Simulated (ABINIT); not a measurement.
# CsPbI2Br (P4/mmm): G0W0 in ABINIT against the plane-wave cutoff, part 2 of 2

How does the gap of CsPbI2Br (P4/mmm) converge in the plane-wave cutoff?

ABINIT 10.8.3; PBE and many-body steps on it, plane waves. Known limits of the many-body steps: not at the basis limit; exchange with frozen shells missing; no spin-orbit coupling; coarse k mesh.

So far. Step 5 (Empty states on the mesh, 2×2×2 mesh, 107 bands): On this mesh the gap is 1.464 eV. Step 6 (Screening, 2×2×2 mesh, 99 bands, screening to 106.1 eV): Local fields lower ε∞ by 13 %. On a Γ-centred mesh this coarse the value itself is usually too large, while a short band sum pulls it down.

## 8. Screening, 2×2×2 mesh, 99 bands, screening to 106.1 eV

This step: RPA screening on PBE, plane waves, norm-conserving pseudopotentials.

Contents of run.abi:

```
acell 3*1.0 Angstrom
rprim 
  6.375296000000 0.000000000000 0.000000000000
  0.000000000000 6.375296000000 0.000000000000
  0.000000000000 0.000000000000 5.962220000000
ntypat 4
znucl 55 82 53 35
natom 5
typat 1 2 3 3 4
xred 
  0.500000000000 0.500000000000 0.500000000000
  0.000000000000 0.000000000000 0.000000000000
  0.000000000000 0.500000000000 0.000000000000
  0.500000000000 0.000000000000 0.000000000000
  0.000000000000 0.000000000000 0.500000000000
pp_dirpath "pseudos"
pseudos "Cs.upf, Pb.upf, I.upf, Br.upf"
ecut 25
ngkpt 2 2 2
nshiftk 1
shiftk 0 0 0
kptopt 1
chksymbreak 0
istwfk *1
occopt 1
irdwfk 1
optdriver 3
nband 99
ecuteps 3.9
inclvkb 2
awtr 1
symchi 1
indata_prefix "in"
outdata_prefix "out"
tmpdata_prefix "tmp"
```

On the command line:

```bash
OMP_NUM_THREADS=1 mpirun -n 4 abinit run.abi > log
```

Numbers of over 12 decimals in the logs are rounded to 6 here.

What it wrote:

```text
.Version 10.8.3 of ABINIT. v10.8.2 released Aug 2026.

 Symmetries : space group P4/m m m (#123); Bravais tP (primitive tetrag.)
[... echo of the input left out ...]
== DATASET  1 ==================================================================
-   mpi_nproc: 4, omp_nthreads: 1 (-1 if OMP is not activated)

--- !DatasetInfo
iteration_state: {dtset: 1, }
dimensions: {natom: 5, nkpt: 6, mband: 99, nsppol: 1, nspinor: 1, nspden: 1, mpw: 9785, }
cutoff_energies: {ecut:  25.0, pawecutdg:  -1.0, }
electrons: {nelect:   4.40000000E+01, charge:   0.00000000E+00, occopt:   1.00000000E+00, tsmear:   1.00000000E-02, }

 SCREENING: Calculation of the susceptibility and dielectric matrices

 Based on a program developped by R.W. Godby, V. Olevano, G. Onida, and L. Reining.
 Incorporated in ABINIT by V. Olevano, G.-M. Rignanese, and M. Torrent.
.Using double precision arithmetic ; gwpc =  8

[... cell and pseudopotentials left out ...]
--------------------------------------------------------------------------------

 ==== K-mesh for the wavefunctions ====
 Number of points in the irreducible wedge :     6
[... list of points left out ...]
 Together with 16 symmetry operations and time-reversal symmetry
 yields     8 points in the full Brillouin Zone.

 ==== Q-mesh for the screening function ====
 Number of points in the irreducible wedge :     6
[... list of points left out ...]
 Together with 16 symmetry operations and time-reversal symmetry
 yields     8 points in the full Brillouin Zone.

 setmesh: FFT mesh size selected  =    40x   40x   36
          total number of points  =        57600

 vcoul_init : cutoff-mode = AUXILIARY_FUNCTION
 q-points for optical limit:   1
     1)      0.000010    0.000020    0.000030

- screening: taking advantage of time-reversal symmetry
- Maximum band index for partially occupied states nbvw = 22
- Remaining bands to be divided among processors   nbcw = 77
- Number of bands treated by each node ~19

 Number of electrons calculated from density =   44.0000; Expected =   44.0000
 average of density, n =  0.026906
 r_s =    2.0702
 omega_plasma =   15.8227 [eV]

 calculating chi0 at frequencies [eV] :
  1    0.000000E+00    0.000000E+00
  2    0.000000E+00    1.582265E+01

--------------------------------------------------------------------------------
  q-point number  1        q = ( 0.000000, 0.000000, 0.000000) [r.l.u.]
--------------------------------------------------------------------------------
[... chi0 elements left out ...]
 For q-point:  0.000010 0.000020 0.000030
  dielectric constant =   9.9124
  dielectric constant without local fields =  11.4516

  Average fulfillment of the sum rule on Im[epsilon] for q-point    1 :     59.44  [%]
[... wings left out ...]
  q-point number  2        q = ( 0.500000, 0.000000, 0.000000) [r.l.u.]
--------------------------------------------------------------------------------
[... chi0 elements left out ...]
  Average fulfillment of the sum rule on Im[epsilon] for q-point    2 :     70.49  [%]

 [... 4 further q-points ...]
```

Run time: 44 s. Hardware: 4 MPI ranks of Intel Xeon 6975P-C (Granite Rapids), shared host; peak memory 1.8 GiB; 2.9 min of CPU time.

Numbers from this step:

```
ε∞ with local fields, on this mesh, along the program's q direction : 9.912
the same without local fields                                       : 11.45
plasma frequency                                                    : 15.82 eV
plane waves in the screening matrix                                 : 603
```

## 9. 25 Ha

The self-energy is evaluated for the states that the input lists, and the levels follow from it, in one-shot runs by the linearised quasiparticle equation.

This step: G0W0 on PBE, plane waves, norm-conserving pseudopotentials.

Edit run.abi of step 8 so:

```diff
@@ -26,8 +26,17 @@
 irdwfk 1
-optdriver 3
+optdriver 4
 nband 99
+gwcalctyp 0
+ecutsigx 25
+symsigma 1
+nkptgw 2
+kptgw 
+  0.5000000000 0.5000000000 0.5000000000
+  0.0000000000 0.0000000000 0.0000000000
+bdgw 
+  21 24
+  21 24
 ecuteps 3.9
-inclvkb 2
-awtr 1
-symchi 1
+irdscr 1
+ppmodel 1
 indata_prefix "in"
```

What it wrote:

```text
.Version 10.8.3 of ABINIT. v10.8.2 released Aug 2026.

 Symmetries : space group P4/m m m (#123); Bravais tP (primitive tetrag.)
[... echo of the input left out ...]
== DATASET  1 ==================================================================
-   mpi_nproc: 4, omp_nthreads: 1 (-1 if OMP is not activated)

--- !DatasetInfo
iteration_state: {dtset: 1, }
dimensions: {natom: 5, nkpt: 6, mband: 99, nsppol: 1, nspinor: 1, nspden: 1, mpw: 9785, }
cutoff_energies: {ecut:  25.0, pawecutdg:  -1.0, }
electrons: {nelect:   4.40000000E+01, charge:   0.00000000E+00, occopt:   1.00000000E+00, tsmear:   1.00000000E-02, }

 SIGMA: Calculation of the GW corrections

 Based on a program developped by R.W. Godby, V. Olevano, G. Onida, and L. Reining.
 Incorporated in ABINIT by V. Olevano, G.-M. Rignanese, and M. Torrent.
.Using double precision arithmetic ; gwpc =  8

[... cell and pseudopotentials left out ...]
--------------------------------------------------------------------------------

 ==== K-mesh for the wavefunctions ====
 Number of points in the irreducible wedge :     6
[... list of points left out ...]
 Together with 16 symmetry operations and time-reversal symmetry
 yields     8 points in the full Brillouin Zone.

 ==== Q-mesh for screening function ====
 Number of points in the irreducible wedge :     6
[... list of points left out ...]
 Together with 16 symmetry operations and time-reversal symmetry
 yields     8 points in the full Brillouin Zone.

 vcoul_init : cutoff-mode = AUXILIARY_FUNCTION
 q-points for optical limit:   1
     1)      0.000010    0.000020    0.000030
 setmesh: FFT mesh size selected  =    60x   60x   54
          total number of points  =       194400

 Number of electrons calculated from density =   44.0000; Expected =   44.0000
[...]
number of omega for Sigma on real axis              0
 max omega for Sigma on real axis  [eV]           0.00
 zcut for avoiding poles [eV]                     0.10

 EPSILON^-1 parameters (SCR file):
 dimension of the eps^-1 matrix on file            603
 dimension of the eps^-1 matrix used               603
 number of plane-waves for wavefunctions          9785
 number of bands                                    99
 number of q-points in IBZ                           6
 number of frequencies                               2
 number of real frequencies                          1
 number of imag frequencies                          1

 matrix elements of self-energy operator (all in [eV])

 Perturbative Calculation

--- !SelfEnergy_ee
iteration_state: {dtset: 1, }
kpoint     : [   0.500,    0.500,    0.500, ]
spin       : 1
KS_gap     :    1.464
QP_gap     :    2.033
Delta_QP_KS:    0.569
data: !SigmaeeData |
     Band     E0 <VxcDFT>   SigX SigC(E0)      Z dSigC/dE  Sig(E)    E-E0       E
       21   0.212 -11.201 -13.988   2.511   0.780  -0.281 -11.416  -0.214  -0.002
       22   1.060 -12.738 -14.702   1.972   0.791  -0.265 -12.732   0.006   1.066
       23   2.524  -9.505  -6.470  -2.318   0.802  -0.247  -8.930   0.575   3.099
[...]
--- !SelfEnergy_ee
iteration_state: {dtset: 1, }
kpoint     : [   0.000,    0.000,    0.000, ]
spin       : 1
KS_gap     :    4.416
QP_gap     :    5.058
Delta_QP_KS:    0.642
data: !SigmaeeData |
     Band     E0 <VxcDFT>   SigX SigC(E0)      Z dSigC/dE  Sig(E)    E-E0       E
[...]
23   4.213  -5.717  -2.343  -2.916   0.832  -0.203  -5.337   0.381   4.593
       24   5.103  -5.996  -2.567  -2.845   0.830  -0.205  -5.511   0.485   5.589

== END DATASET(S) ==============================================================
================================================================================

 -outvars: echo values of variables after computation  --------
           etotal      0.0000000000E+00
            nband          99
             nkpt           6
          spgroup         123
 [... the other variables as echoed above ...]

 Calculation completed.
```

It took 18 s on 4 MPI ranks; peak memory 1.6 GiB; 69 s of CPU time.

This step gave:

- G0W0 gap on the points computed: 2.033 eV
- starting gap on the mesh: 1.465 eV
- k of the valence top: 0.5, 0.5, 0.5
- k of the conduction bottom: 0.5, 0.5, 0.5
- Z at the valence top: 0.791
- Z at the conduction bottom: 0.802
- least direct G0W0 gap on the computed points: 2.033 eV

The gap on the mesh goes from 1.46 eV to 2.03 eV, a correction of +0.57 eV.

## 10. Screening, 2×2×2 mesh, 99 bands, screening to 106.1 eV

This step: RPA screening on PBE, plane waves, norm-conserving pseudopotentials.

Edit run.abi of step 9 so:

```diff
@@ -17,3 +17,3 @@
 pseudos "Cs.upf, Pb.upf, I.upf, Br.upf"
-ecut 25
+ecut 31
 ngkpt 2 2 2
@@ -26,17 +26,8 @@
 irdwfk 1
-optdriver 4
+optdriver 3
 nband 99
-gwcalctyp 0
-ecutsigx 25
-symsigma 1
-nkptgw 2
-kptgw 
-  0.5000000000 0.5000000000 0.5000000000
-  0.0000000000 0.0000000000 0.0000000000
-bdgw 
-  21 24
-  21 24
 ecuteps 3.9
-irdscr 1
-ppmodel 1
+inclvkb 2
+awtr 1
+symchi 1
 indata_prefix "in"
```

What it wrote:

```text
.Version 10.8.3 of ABINIT. v10.8.2 released Aug 2026.

 Symmetries : space group P4/m m m (#123); Bravais tP (primitive tetrag.)
[... echo of the input left out ...]
== DATASET  1 ==================================================================
-   mpi_nproc: 4, omp_nthreads: 1 (-1 if OMP is not activated)

--- !DatasetInfo
iteration_state: {dtset: 1, }
dimensions: {natom: 5, nkpt: 6, mband: 99, nsppol: 1, nspinor: 1, nspden: 1, mpw: 13544, }
cutoff_energies: {ecut:  31.0, pawecutdg:  -1.0, }
[...]
--------------------------------------------------------------------------------
[... chi0 elements left out ...]
 For q-point:  0.000010 0.000020 0.000030
  dielectric constant =   9.9118
  dielectric constant without local fields =  11.4510

  Average fulfillment of the sum rule on Im[epsilon] for q-point    1 :     59.27  [%]
[... wings left out ...]
  q-point number  2        q = ( 0.500000, 0.000000, 0.000000) [r.l.u.]
--------------------------------------------------------------------------------
[... chi0 elements left out ...]
  Average fulfillment of the sum rule on Im[epsilon] for q-point    2 :     70.40  [%]

 [... 4 further q-points ...]
```

It took 57 s on 4 MPI ranks; peak memory 2.3 GiB; 3.8 min of CPU time.

Numbers from this step:

```
ε∞ with local fields, on this mesh, along the program's q direction : 9.912
the same without local fields                                       : 11.45
plasma frequency                                                    : 15.82 eV
plane waves in the screening matrix                                 : 603
```

## 11. 31 Ha

This step: G0W0 on PBE, plane waves, norm-conserving pseudopotentials.

Edit run.abi of step 10 so:

```diff
@@ -26,8 +26,17 @@
 irdwfk 1
-optdriver 3
+optdriver 4
 nband 99
+gwcalctyp 0
+ecutsigx 31
+symsigma 1
+nkptgw 2
+kptgw 
+  0.5000000000 0.5000000000 0.5000000000
+  0.0000000000 0.0000000000 0.0000000000
+bdgw 
+  21 24
+  21 24
 ecuteps 3.9
-inclvkb 2
-awtr 1
-symchi 1
+irdscr 1
+ppmodel 1
 indata_prefix "in"
```

What it wrote:

```text
.Version 10.8.3 of ABINIT. v10.8.2 released Aug 2026.

 Symmetries : space group P4/m m m (#123); Bravais tP (primitive tetrag.)
[... echo of the input left out ...]
== DATASET  1 ==================================================================
-   mpi_nproc: 4, omp_nthreads: 1 (-1 if OMP is not activated)

--- !DatasetInfo
iteration_state: {dtset: 1, }
dimensions: {natom: 5, nkpt: 6, mband: 99, nsppol: 1, nspinor: 1, nspden: 1, mpw: 13544, }
cutoff_energies: {ecut:  31.0, pawecutdg:  -1.0, }
[...]
Band     E0 <VxcDFT>   SigX SigC(E0)      Z dSigC/dE  Sig(E)    E-E0       E
[...]
23   4.212  -5.717  -2.343  -2.914   0.832  -0.202  -5.335   0.382   4.594
       24   5.103  -5.996  -2.567  -2.838   0.830  -0.205  -5.506   0.491   5.594

== END DATASET(S) ==============================================================
================================================================================

 -outvars: echo values of variables after computation  --------
           etotal      0.0000000000E+00
            nband          99
             nkpt           6
          spgroup         123
 [... the other variables as echoed above ...]

 Calculation completed.
```

Wall time 20 s (4 MPI ranks); peak memory 1.9 GiB; 78 s of CPU time.

Numbers from this step:

```yaml
g0w0_gap_on_the_points_computed: 2.033 eV
starting_gap_on_the_mesh: 1.465 eV
k_of_the_valence_top: 0.5, 0.5, 0.5
k_of_the_conduction_bottom: 0.5, 0.5, 0.5
least_direct_g0w0_gap_on_the_computed_points: 2.033 eV
```

Against the run before, the gap moves by +0.000 eV.

## 12. Screening, 2×2×2 mesh, 99 bands, screening to 106.1 eV

This step: RPA screening on PBE, plane waves, norm-conserving pseudopotentials.

Edit run.abi of step 11 so:

```diff
@@ -17,3 +17,3 @@
 pseudos "Cs.upf, Pb.upf, I.upf, Br.upf"
-ecut 31
+ecut 39
 ngkpt 2 2 2
@@ -26,17 +26,8 @@
 irdwfk 1
-optdriver 4
+optdriver 3
 nband 99
-gwcalctyp 0
-ecutsigx 31
-symsigma 1
-nkptgw 2
-kptgw 
-  0.5000000000 0.5000000000 0.5000000000
-  0.0000000000 0.0000000000 0.0000000000
-bdgw 
-  21 24
-  21 24
 ecuteps 3.9
-irdscr 1
-ppmodel 1
+inclvkb 2
+awtr 1
+symchi 1
 indata_prefix "in"
```

What it wrote:

```text
.Version 10.8.3 of ABINIT. v10.8.2 released Aug 2026.

 Symmetries : space group P4/m m m (#123); Bravais tP (primitive tetrag.)
[... echo of the input left out ...]
== DATASET  1 ==================================================================
-   mpi_nproc: 4, omp_nthreads: 1 (-1 if OMP is not activated)

--- !DatasetInfo
iteration_state: {dtset: 1, }
dimensions: {natom: 5, nkpt: 6, mband: 99, nsppol: 1, nspinor: 1, nspden: 1, mpw: 19080, }
cutoff_energies: {ecut:  39.0, pawecutdg:  -1.0, }
[...]
--------------------------------------------------------------------------------
[... chi0 elements left out ...]
 For q-point:  0.000010 0.000020 0.000030
  dielectric constant =   9.9123
  dielectric constant without local fields =  11.4515

  Average fulfillment of the sum rule on Im[epsilon] for q-point    1 :     59.24  [%]
[... wings left out ...]
  q-point number  2        q = ( 0.500000, 0.000000, 0.000000) [r.l.u.]
--------------------------------------------------------------------------------
[... chi0 elements left out ...]
  Average fulfillment of the sum rule on Im[epsilon] for q-point    2 :     70.38  [%]

 [... 4 further q-points ...]
```

Elapsed: 72 s, on 4 MPI ranks; peak memory 2.8 GiB.

Numbers from this step:

```
ε∞ with local fields, on this mesh, along the program's q direction : 9.912
the same without local fields                                       : 11.45
plasma frequency                                                    : 15.82 eV
plane waves in the screening matrix                                 : 603
```

## 13. 39 Ha

This step: G0W0 on PBE, plane waves, norm-conserving pseudopotentials.

Edit run.abi of step 12 so:

```diff
@@ -26,8 +26,17 @@
 irdwfk 1
-optdriver 3
+optdriver 4
 nband 99
+gwcalctyp 0
+ecutsigx 39
+symsigma 1
+nkptgw 2
+kptgw 
+  0.5000000000 0.5000000000 0.5000000000
+  0.0000000000 0.0000000000 0.0000000000
+bdgw 
+  21 24
+  21 24
 ecuteps 3.9
-inclvkb 2
-awtr 1
-symchi 1
+irdscr 1
+ppmodel 1
 indata_prefix "in"
```

What it wrote:

```text
.Version 10.8.3 of ABINIT. v10.8.2 released Aug 2026.

 Symmetries : space group P4/m m m (#123); Bravais tP (primitive tetrag.)
[... echo of the input left out ...]
== DATASET  1 ==================================================================
-   mpi_nproc: 4, omp_nthreads: 1 (-1 if OMP is not activated)

--- !DatasetInfo
iteration_state: {dtset: 1, }
dimensions: {natom: 5, nkpt: 6, mband: 99, nsppol: 1, nspinor: 1, nspden: 1, mpw: 19080, }
cutoff_energies: {ecut:  39.0, pawecutdg:  -1.0, }
[...]
Band     E0 <VxcDFT>   SigX SigC(E0)      Z dSigC/dE  Sig(E)    E-E0       E
[...]
23   4.212  -5.717  -2.343  -2.914   0.832  -0.202  -5.335   0.382   4.595
       24   5.103  -5.996  -2.567  -2.837   0.830  -0.205  -5.505   0.492   5.595

== END DATASET(S) ==============================================================
================================================================================

 -outvars: echo values of variables after computation  --------
           etotal      0.0000000000E+00
            nband          99
             nkpt           6
          spgroup         123
 [... the other variables as echoed above ...]

 Calculation completed.
```

It took 20 s on 4 MPI ranks; peak memory 2.2 GiB; 77 s of CPU time.

This step gave:

| Property | Result |
| --- | --- |
| G0W0 gap on the points computed | 2.033 eV |
| starting gap on the mesh | 1.464 eV |
| k of the valence top | 0.5, 0.5, 0.5 |
| k of the conduction bottom | 0.5, 0.5, 0.5 |
| least direct G0W0 gap on the computed points | 2.033 eV |

Against the run before, the gap moves by +0.000 eV.

## 14. Side by side

Times are wall times on 4 MPI ranks of Intel Xeon 6975P-C (Granite Rapids), shared host, good to a factor of about two. A run's time includes the screening step that it read.

| run | mesh | bands | screening cutoff (eV) | DFT gap (eV) | gap on the mesh (eV) | direct (eV) | ε∞ used | time |
| --- | --- | --- | --- | --- | --- | --- | --- | --- |
| 19 Ha | 2×2×2 | 99 | 106.1 | 1.466 | 2.033 | 2.033 | 9.91 | 49 s |
| 25 Ha | 2×2×2 | 99 | 106.1 | 1.465 | 2.033 | 2.033 | 9.91 | 61 s |
| 31 Ha | 2×2×2 | 99 | 106.1 | 1.465 | 2.033 | 2.033 | 9.91 | 76 s |
| 39 Ha | 2×2×2 | 99 | 106.1 | 1.464 | 2.033 | 2.033 | 9.91 | 92 s |

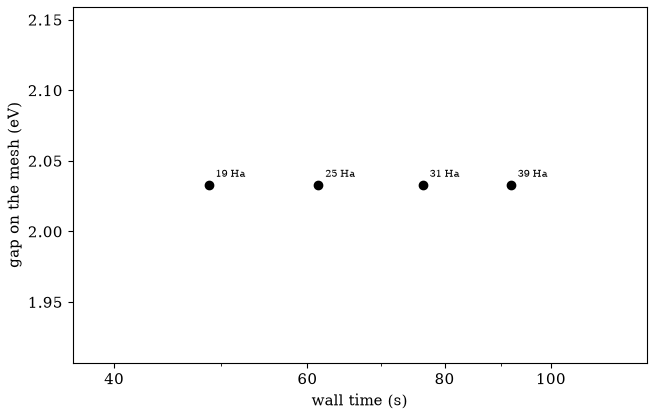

Result against wall time.

## 15. Outcome

| Item | Value |
| --- | --- |
| 19 Ha | 2.033 eV |
| 25 Ha | 2.033 eV |
| 31 Ha | 2.033 eV |
| 39 Ha | 2.033 eV |
| known limits | not at the basis limit; exchange with frozen shells missing; no spin-orbit coupling; coarse k mesh |

The setting moved: plane-wave cutoff. From 19 Ha to 39 Ha the gap moves by +0.00 eV. It holds to 0.03 eV from 19 Ha on. Bands and screening cutoff are coupled, so a series along one setting does not show full convergence. Bands and cutoff are finite, so the gap is not at the basis limit. The miss can reach some tenths of an eV and take either sign; the mesh is an error of its own. In the G0W0 runs levels were corrected at 2 k points alone, so a gap called «on the mesh» is the least over those, and an edge elsewhere would be missed. The 2×2×2 mesh is coarse for this cell, which bears on the long-range parts of exchange and screening. Where an edge is built on 6p states of lead, bismuth or thallium, scalar-relativistic gaps usually stand too wide, by a few tenths to over one eV. The norm-conserving file of at least one element keeps a d shell over frozen s and p shells of the same row. Exchange with those shells is missing from the self-energy, an error of 0.3 to 0.9 eV in cases checked, whose sign depends on which edge lies on those atoms. The many-body steps are scalar-relativistic: spin-orbit coupling is not in them.

[Paths, hosts, dates, memory and timing lines, banners, echoed tables and standing remarks are left out of the program output.]

[Logs are printed without paths, hosts, clocks, repeated set-up lines and the standing remarks that a program may print on its own settings, such as how far it seeks lower states.]

[Runs of the session that timed out or met a known fault of the program may be left out.]

[Hosts, paths, dates, database ids (printed as entryN), source tags and the programs' standing remarks are cut or masked in the printed files.]

[G0W0 gaps are taken among the corrected bands and points alone; a level outside them can change the order at an edge.]

[Where Ansatz stands beside ABINIT at settings called matched, ABINIT's density can come from a denser mesh and the files from another edition; pairs whose starting gaps differed by over 0.03 eV were left out, so agreement reads better than it is.]
